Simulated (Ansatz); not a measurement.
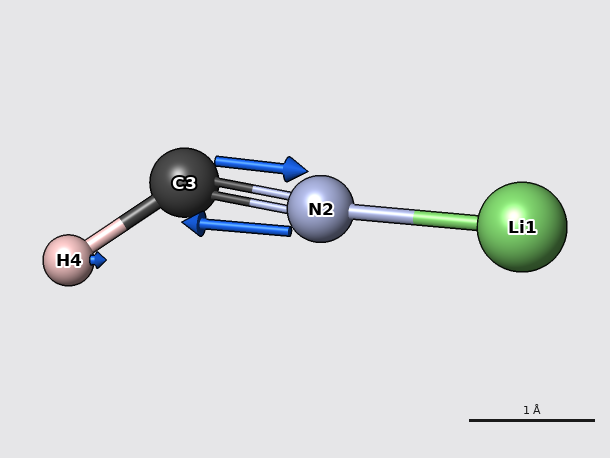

Arrows show the forces on the atoms, 0.8 Å of arrow for 1 eV/Å; forces under a tenth of the largest aren't drawn. Charge 0, doublet. Level of theory: ωB97M-V/def2-TZVPP (Ansatz 0.2.0).

**On which atom is the force largest, and how large is it?**

On N2: 1.19 eV/Å.

**Which bond do the forces act along most?**

N2–C3, now 1.224 Å: the forces pull its atoms together, so a first step downhill shortens it.

List the force components in the frame of the picture (x right, y up, z towards the viewer), in eV/Å.

```tsv
atom	Fx	Fy	Fz
Li1	0.00	0.01	0.00
N2	−1.10	0.09	−0.45
C3	0.93	−0.11	0.39
H4	0.16	0.00	0.06
```
